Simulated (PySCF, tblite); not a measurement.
# H₈NPSi₃, a cluster model of a defect: NMR shifts, core binding energies and electronic excitations

Aim: the NMR shifts, core binding energies and electronic excitations of `[SiH3]N[Si]P[SiH3]`. It is drawn as: twofold Si.

Computed with tblite 0.8.0 and PySCF 2.14.0; each step states its level. No surroundings beyond the atoms listed, unless a continuum is named. Atoms count from 0, parts from 1.

## 1. Starting point

13 atoms, charge 0, multiplicity 1; geometry: distance geometry start.

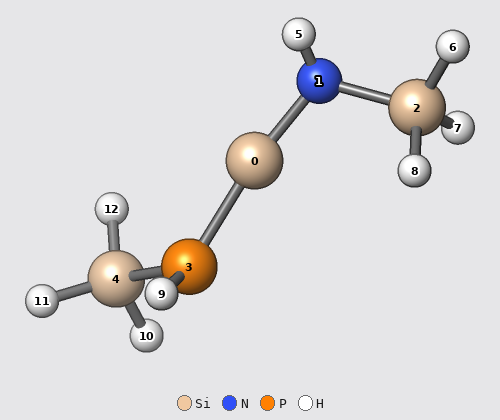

The starting geometry (silicon light orange, nitrogen blue, phosphorus orange, hydrogen white), atoms numbered.

## 2. Relaxing the cluster with GFN2-xTB

What the job is given:

```
{"job": {"kind": "relax", "xc": "GFN2-xTB", "basis": "xTB"}, "charge": 0, "multiplicity": 1}
Si    -0.402117     0.544438     0.603820
N     -1.189981    -0.407758     1.941886
Si    -0.493171    -2.079429     2.211775
P      0.674119     1.407865    -1.100140
Si     1.377583     3.437189    -0.862575
H     -2.185370    -0.319492     2.047705
H     -1.452003    -2.885589     2.844815
H      0.674335    -2.011146     2.987893
H     -0.206338    -2.664356     0.927115
H      0.175873     1.065936    -2.338784
H      2.799290     3.435716    -0.769663
H      0.991054     4.225760    -1.979340
H      0.853570     4.024702     0.333709
```

Method: GFN2-xTB geometry optimisation, gas phase.

Run with:

```sh
> OMP_NUM_THREADS=1 python cluster_run.py task.json out
```

One launch serves the whole session: the jobs run in the order shown.

The program printed:

```text
step      E/eV     max force
  0    -397.82903    4.127
  1    -398.34021    3.467
  2    -398.96290    2.348
  3    -399.31591    1.995
  4    -399.52261    0.974
  5    -399.58822    0.797
  6    -399.70031    1.099
  7    -399.76365    1.287
  8    -399.84002    0.913
  9    -399.90480    0.662
 10    -399.94505    0.588
 11    -399.98308    0.643
 12    -400.01584    0.563
 13    -400.04294    0.672
 14    -400.07589    0.661
 15    -400.10395    0.488
 16    -400.12523    0.372
 17    -400.13806    0.271
 18    -400.14607    0.252
 19    -400.15540    0.288
 20    -400.16778    0.378
 21    -400.17981    0.357
 22    -400.18901    0.277
 23    -400.19469    0.233
 24    -400.19955    0.272
 25    -400.20547    0.203
 26    -400.21208    0.231
 27    -400.21717    0.209
 28    -400.22115    0.190
 29    -400.22383    0.254
 30    -400.22751    0.147
 31    -400.23062    0.166
 32    -400.23549    0.196
 33    -400.24049    0.283
 34    -400.24576    0.271
 35    -400.24876    0.191
 36    -400.25035    0.090
 37    -400.25128    0.332
 38    -400.25274    0.178
 39    -400.25521    0.131
 40    -400.25698    0.109
 41    -400.25815    0.070
 42    -400.25886    0.064
 43    -400.25960    0.067
 44    -400.26033    0.083
 45    -400.26142    0.105
 46    -400.26288    0.111
 47    -400.26471    0.158
 48    -400.26625    0.150
 49    -400.26724    0.105
 50    -400.26811    0.097
 51    -400.26933    0.093
 52    -400.27125    0.165
 53    -400.27323    0.136
 54    -400.27562    0.238
 55    -400.27766    0.149
 56    -400.28283    0.248
 57    -400.28890    0.549
 58    -400.29851    0.754
 59    -400.33017    0.910
 60    -400.37951    0.904
 61    -400.36207    1.410
 62    -400.42550    0.533
 63    -400.46808    0.462
 64    -400.49110    0.387
 65    -400.52461    0.392
 66    -400.55173    0.436
 67    -400.57325    0.312
 68    -400.58905    0.242
 69    -400.60061    0.330
 70    -400.61320    0.380
 71    -400.62198    0.284
 72    -400.62651    0.161
 73    -400.62915    0.163
 74    -400.63098    0.170
 75    -400.63226    0.140
 76    -400.63332    0.084
 77    -400.63482    0.090
 78    -400.63729    0.128
 79    -400.64063    0.244
 80    -400.64409    0.295
 81    -400.64667    0.241
 82    -400.64821    0.166
 83    -400.64974    0.104
 84    -400.65196    0.132
 85    -400.65480    0.170
 86    -400.65804    0.188
 87    -400.66185    0.202
 88    -400.66556    0.183
 89    -400.66899    0.141
 90    -400.67238    0.130
 91    -400.67505    0.111
 92    -400.67687    0.234
 93    -400.67962    0.142
 94    -400.68180    0.119
 95    -400.68666    0.201
 96    -400.68989    0.141
 97    -400.69327    0.174
 98    -400.69645    0.136
 99    -400.69712    0.114
100    -400.69803    0.099
101    -400.69882    0.071
102    -400.69949    0.064
103    -400.70031    0.064
104    -400.70077    0.105
105    -400.70144    0.106
106    -400.70217    0.070
107    -400.70296    0.064
108    -400.70338    0.062
109    -400.70388    0.063
110    -400.70429    0.080
111    -400.70485    0.079
112    -400.70548    0.087
113    -400.70642    0.085
114    -400.70760    0.115
115    -400.70921    0.156
116    -400.71027    0.139
117    -400.71153    0.064
118    -400.71225    0.065
119    -400.71341    0.094
120    -400.71403    0.074
121    -400.71457    0.088
122    -400.71494    0.067
123    -400.71544    0.084
124    -400.71619    0.098
125    -400.71723    0.133
126    -400.71809    0.080
127    -400.71965    0.084
128    -400.72022    0.081
129    -400.72091    0.087
130    -400.72136    0.069
131    -400.72197    0.065
132    -400.72268    0.069
133    -400.72320    0.049
134    -400.72346    0.045
135    -400.72361    0.037
136    -400.72377    0.030
137    -400.72411    0.037
138    -400.72437    0.040
139    -400.72478    0.043
140    -400.72504    0.032
141    -400.72522    0.034
142    -400.72534    0.036
143    -400.72553    0.038
144    -400.72586    0.045
145    -400.72639    0.056
146    -400.72712    0.063
147    -400.72808    0.070
148    -400.72853    0.130
149    -400.73046    0.104
150    -400.73210    0.110
151    -400.73454    0.183
152    -400.73948    0.081
153    -400.74412    0.144
154    -400.74767    0.284
155    -400.75320    0.224
156    -400.75463    0.253
157    -400.75458    0.312
158    -400.75579    0.456
159    -400.75380    0.640
160    -400.76013    0.185
161    -400.76167    0.325
162    -400.76401    0.100
163    -400.76562    0.105
164    -400.76945    0.152
165    -400.77455    0.128
166    -400.77572    0.137
167    -400.77704    0.090
168    -400.77797    0.070
169    -400.77883    0.072
170    -400.77918    0.045
171    -400.77944    0.047
172    -400.77973    0.036
173    -400.77996    0.037
174    -400.78012    0.025
175    -400.78023    0.024
176    -400.78036    0.039
177    -400.78049    0.035
178    -400.78058    0.020
179    -400.78064    0.019
180    -400.78069    0.025
181    -400.78076    0.035
182    -400.78084    0.032
183    -400.78093    0.032
184    -400.78101    0.037
185    -400.78112    0.039
186    -400.78127    0.040
187    -400.78146    0.039
188    -400.78166    0.046
189    -400.78183    0.048
190    -400.78197    0.039
191    -400.78213    0.039
192    -400.78228    0.029
193    -400.78240    0.028
194    -400.78247    0.028
195    -400.78252    0.024
196    -400.78259    0.024
197    -400.78266    0.023
198    -400.78271    0.018
199    -400.78276    0.022
200    -400.78282    0.029
201    -400.78282    0.029
202    -400.78416    0.043
203    -400.78452    0.103
204    -400.78528    0.069
205    -400.78595    0.022
206    -400.78537    0.123
207    -400.78660    0.030
208    -400.78691    0.030
209    -400.78635    0.096
210    -400.78725    0.022
211    -400.78740    0.017
212    -400.78765    0.033
213    -400.78779    0.027
214    -400.78799    0.013
215    -400.78800    0.035
216    -400.78810    0.019
217    -400.78811    0.026
218    -400.78815    0.006
```

Wall time 8.4 s (1 thread of Arm Neoverse N1, shared host).

Along the way:

| step | energy from step 0 (eV) | largest force (eV/Å) |
| --- | --- | --- |
| 0 | 0.0000 | 4.1270 |
| 9 | -2.0758 | 0.6624 |
| 18 | -2.3170 | 0.2522 |
| 27 | -2.3881 | 0.2092 |
| 36 | -2.4213 | 0.0898 |
| 45 | -2.4324 | 0.1038 |
| 54 | -2.4466 | 0.2376 |
| 63 | -2.6390 | 0.4615 |
| 72 | -2.7975 | 0.1612 |
| 81 | -2.8176 | 0.2410 |
| 90 | -2.8433 | 0.1306 |
| 99 | -2.8681 | 0.1146 |
| 108 | -2.8743 | 0.0621 |
| 117 | -2.8825 | 0.0640 |
| 126 | -2.8891 | 0.0806 |
| 135 | -2.8946 | 0.0370 |
| 144 | -2.8968 | 0.0457 |
| 153 | -2.9151 | 0.1443 |
| 162 | -2.9350 | 0.0993 |
| 171 | -2.9504 | 0.0464 |
| 180 | -2.9517 | 0.0253 |
| 189 | -2.9528 | 0.0479 |
| 198 | -2.9537 | 0.0177 |
| 207 | -2.9576 | 0.0301 |
| 216 | -2.9591 | 0.0192 |
| 218 | -2.9591 | 0.0058 |

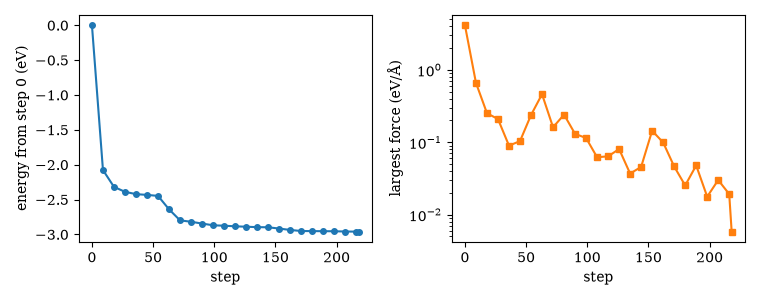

Energy and largest force along the relaxation.

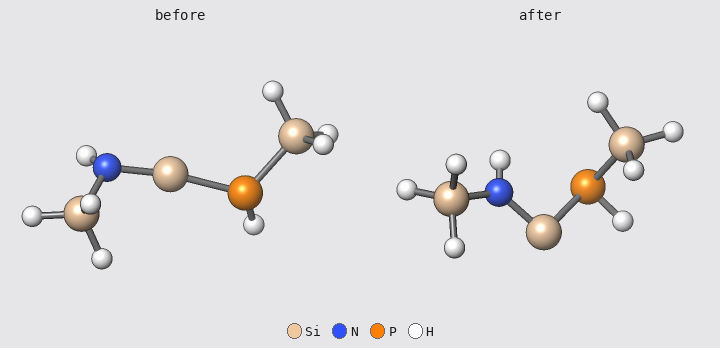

The geometry before (left) and after (right).

Distances of close pairs at the start and the end, largest changes first:

| bond | before (Å) | after (Å) | change (Å) |
| --- | --- | --- | --- |
| Si0–N1 | 1.821 | 1.729 | -0.093 |
| N1–Si2 | 1.831 | 1.739 | -0.092 |
| Si0–P3 | 2.193 | 2.259 | +0.066 |
| Si2–H7 | 1.404 | 1.467 | +0.063 |
| Si2–H6 | 1.404 | 1.465 | +0.062 |
| P3–Si4 | 2.161 | 2.222 | +0.061 |
| Si4–H10 | 1.425 | 1.469 | +0.044 |
| Si4–H11 | 1.421 | 1.460 | +0.040 |

## 3. Geometry optimisation at PBE0-D3(BJ)/def2-SVP

What the job is given:

```
{"job": {"xc": "PBE0", "basis": "def2-SVP", "d3": "d3bj", "grid": 2, "kind": "geom", "shake": 0.01}, "charge": 0, "multiplicity": 1}
Si    -0.012383    -1.064502    -1.114319
N     -0.685550    -0.972857     0.480809
Si    -0.560179    -2.122823     1.769029
P     -0.647335     0.987024    -1.887933
Si     0.919297     2.208846    -0.970692
H     -1.209195    -0.135304     0.729268
H     -1.874420    -2.477818     2.241661
H      0.227842    -1.505269     2.874262
H      0.163700    -3.248592     1.212096
H     -0.035342     0.814397    -3.083573
H      2.175850     1.484543    -0.766423
H      1.157063     3.371974    -1.816350
H      0.390861     2.643011     0.339567
```

The program printed:

```text
step   0  E = -1268.42861865  max force = 0.032332
step   1  E = -1268.43669650  max force = 0.003819
step   2  E = -1268.43711652  max force = 0.001638
step   3  E = -1268.43721871  max force = 0.000406
step   4  E = -1268.43723501  max force = 0.000278
step   5  E = -1268.43724007  max force = 0.000217
optimisation converged
```

Run time: 86 s. Hardware: 1 thread of Arm Neoverse N1, shared host; peak memory 0.62 GiB.

Relaxation path:

| step | energy from step 0 (eV) | largest force component (eV/Å) |
| --- | --- | --- |
| 0 | 0.0000 | 1.6626 |
| 1 | -0.2198 | 0.1964 |
| 2 | -0.2312 | 0.0842 |
| 3 | -0.2340 | 0.0209 |
| 4 | -0.2345 | 0.0143 |
| 5 | -0.2346 | 0.0112 |

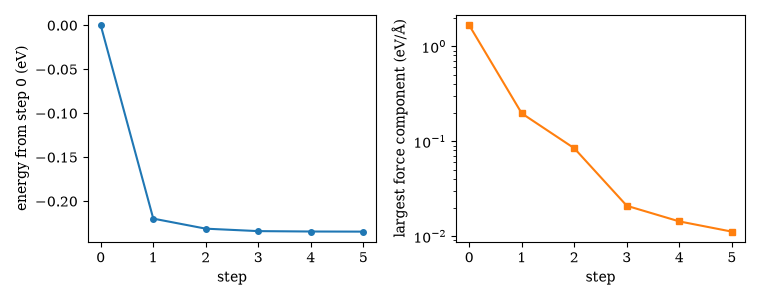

Energy and largest force along the relaxation.

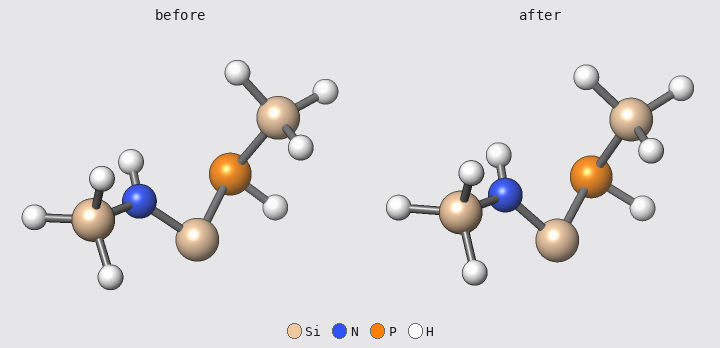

The geometry before (left) and after (right).

Distances of close pairs at the start and the end, largest changes first:

| bond | before (Å) | after (Å) | change (Å) |
| --- | --- | --- | --- |
| P3–H9 | 1.354 | 1.428 | +0.074 |
| P3–Si4 | 2.188 | 2.257 | +0.069 |
| Si2–H6 | 1.441 | 1.494 | +0.053 |
| Si2–H8 | 1.450 | 1.490 | +0.040 |
| Si4–H11 | 1.458 | 1.493 | +0.036 |
| Si4–H10 | 1.465 | 1.499 | +0.034 |
| N1–Si2 | 1.731 | 1.761 | +0.030 |
| Si0–P3 | 2.283 | 2.304 | +0.021 |

The final coordinates are the input of the step that follows.

| at the end point | value |
| --- | --- |
| point group (found at 0.08 Å tolerance) | C1 |
| rotational constants (GHz, main isotopes) | 3.338, 0.927, 0.794 |
| dipole moment (D) | 1.15 |

## 4. NMR shieldings: PBE0/pcSseg-1

What the job is given:

```
{"job": {"kind": "nmr", "xc": "PBE0", "basis": "pcSseg-1"}, "charge": 0, "multiplicity": 1}
Si    -0.098365    -1.107709    -1.208672
N     -0.656596    -0.834573     0.418668
Si    -0.456326    -1.964354     1.754796
P     -0.754815     0.929330    -2.061190
Si     0.816515     2.041428    -0.883147
H     -1.145900     0.029178     0.657038
H     -1.780951    -2.323923     2.344827
H      0.389795    -1.373349     2.835158
H      0.206200    -3.174874     1.192446
H      0.020240     0.827143    -3.256516
H      2.064422     1.252106    -0.625419
H      1.190413     3.295519    -1.602019
H      0.215334     2.386616     0.440765
```

Method: GIAO PBE0/pcSseg-1 NMR shielding, non-relativistic, gas phase.

The program printed:

```text
coarse grid: 12520 points
cycle   1  E = -1268.7290556211  dE = -3.313e-02  |g| = 4.110e-01  |ddm| = 3.290e+00
cycle   2  E = -1268.6645389432  dE =  6.452e-02  |g| = 6.611e-01  |ddm| = 8.387e-01
cycle   3  E = -1268.7656764764  dE = -1.011e-01  |g| = 8.279e-02  |ddm| = 5.531e-01
cycle   4  E = -1268.7673433688  dE = -1.667e-03  |g| = 2.869e-02  |ddm| = 1.318e-01
cycle   5  E = -1268.7675959082  dE = -2.525e-04  |g| = 6.856e-03  |ddm| = 5.460e-02
cycle   6  E = -1268.7676102195  dE = -1.431e-05  |g| = 1.591e-03  |ddm| = 1.303e-02
cycle   7  E = -1268.7676110819  dE = -8.623e-07  |g| = 2.873e-04  |ddm| = 2.795e-03
final grid: 101672 points
cycle   8  E = -1268.7922331214  dE = -1.034e-05  |g| = 5.559e-03  |ddm| = 1.593e-02
cycle   9  E = -1268.7922197244  dE =  1.340e-05  |g| = 9.367e-03  |ddm| = 1.189e-02
cycle  10  E = -1268.7922398377  dE = -2.011e-05  |g| = 6.670e-04  |ddm| = 7.737e-03
cycle  11  E = -1268.7922399309  dE = -9.321e-08  |g| = 2.055e-04  |ddm| = 9.947e-04
cycle  12  E = -1268.7922399436  dE = -1.267e-08  |g| = 4.238e-05  |ddm| = 3.616e-04
cycle  13  E = -1268.7922399442  dE = -6.585e-10  |g| = 1.090e-05  |ddm| = 9.093e-05
converged SCF energy = -1268.7922399442

GIAO shielding tensors (ppm)
atom      isotropic    diamagn.    paramagn.     s11        s22        s33       span
  0 Si     -21.445     878.253    -899.698   -563.667    180.871    318.460    882.127
  1 N      106.148     327.147    -221.000    -59.762    139.139    239.065    298.827
  2 Si     395.954     878.363    -482.408    363.221    366.853    457.789     94.568
  3 P      504.673     970.178    -465.505    368.332    489.691    655.996    287.664
  4 Si     446.681     880.234    -433.553    409.328    455.513    475.204     65.876
  5 H       26.000      35.075      -9.075     20.632     26.473     30.896     10.264
  6 H       26.338      27.286      -0.948     22.988     24.507     31.520      8.532
  7 H       26.420      28.254      -1.833     22.987     25.076     31.199      8.211
  8 H       26.461      27.874      -1.413     23.752     25.735     29.898      6.146
  9 H       29.061      30.795      -1.733     24.974     26.405     35.806     10.832
 10 H       27.311      29.583      -2.272     24.404     25.761     31.768      7.364
 11 H       27.239      28.470      -1.231     23.505     24.653     33.560     10.055
 12 H       27.596      30.267      -2.671     24.158     26.048     32.582      8.423
```

Wall time 29 s (1 thread of Arm Neoverse N1, shared host); peak memory 0.77 GiB.

Shifts follow as δ = σ(reference) − σ, with reference shieldings (ppm) from runs at the same level and on the same kind of geometry: ¹H TMS 31.27, ²⁹Si TMS 352.0, ¹⁵N NH3 265.7, ³¹P H3PO4 310.1. The references are single molecules in the gas phase, so shifts against H2O, NH3, PH3, H3PO4 or CFCl3 are not on the usual liquid scales and can be off by tens of ppm.

| atoms | environment | σ (ppm) | δ (ppm) |
| --- | --- | --- | --- |
| H5 | hydrogen on a nitrogen bonded to 2 Si | 26.00 | 5.27 |
| H6 | hydrogen on a silicon bonded to N | 26.34 | 4.93 |
| H7 | hydrogen on a silicon bonded to N | 26.42 | 4.85 |
| H8 | hydrogen on a silicon bonded to N | 26.46 | 4.81 |
| H11 | hydrogen on a silicon bonded to P | 27.24 | 4.03 |
| H10 | hydrogen on a silicon bonded to P | 27.31 | 3.96 |
| H12 | hydrogen on a silicon bonded to P | 27.60 | 3.67 |
| H9 | hydrogen on a phosphorus bonded to 2 Si | 29.06 | 2.21 |
| Si0 | silicon bonded to N, P | -21.4 | 373.4 |
| Si2 | silicon bonded to N, 3 H | 396.0 | -44.0 |
| Si4 | silicon bonded to P, 3 H | 446.7 | -94.7 |
| N1 | nitrogen bonded to 2 Si, H | 106.1 | 159.5 |
| P3 | phosphorus bonded to 2 Si, H | 504.7 | -194.5 |

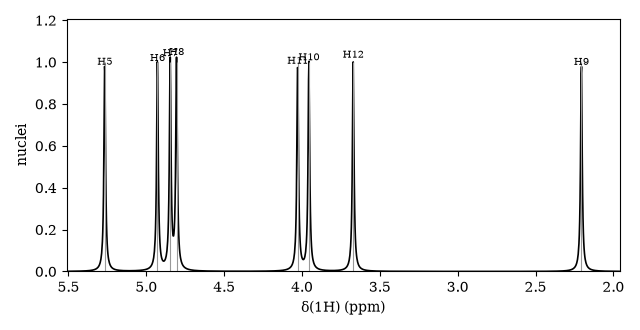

¹H lines at the computed shifts, without couplings. Lines are broadened to a width of 0.01 ppm (Lorentzian).

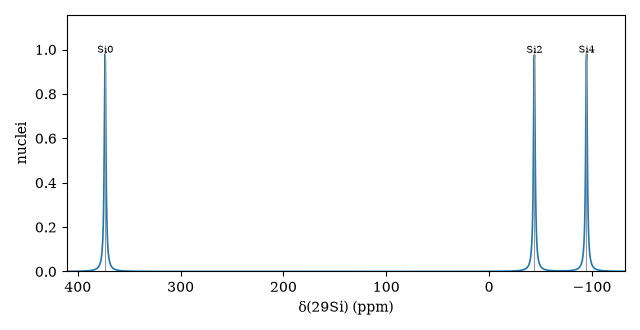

²⁹Si lines at the computed shifts, without couplings. Lines are broadened to a width of 2 ppm (Lorentzian).

The run also stored atomic charges by several schemes (e):

| atoms | Mulliken | IAO | Hirshfeld | ESP fit |
| --- | --- | --- | --- | --- |
| Si0 | 0.49 | 0.37 | 0.17 | -0.05 |
| N1 | -0.83 | -0.84 | -0.30 | -0.21 |
| Si2 | 0.62 | 0.72 | 0.35 | 0.49 |
| P3 | -0.45 | -0.24 | -0.11 | -0.28 |
| Si4 | 0.27 | 0.39 | 0.24 | 0.06 |

Hirshfeld charges:

Si0 0.17; N1 -0.30; Si2 0.35; P3 -0.11; Si4 0.24; H5 0.11; H6 -0.08; H7 -0.08; H8 -0.07; H9 -0.01; H10 -0.08; H11 -0.07; H12 -0.08

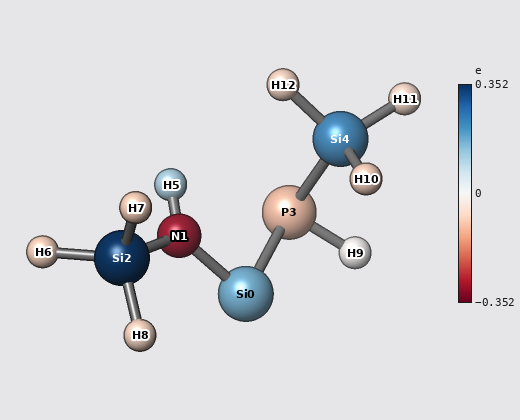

Hirshfeld charges, as colours on the atoms.

Mayer bond orders: Si0–N1 1.05, N1–Si2 0.91, Si0–P3 0.91, P3–Si4 0.94.

[end of part 1 of 2]
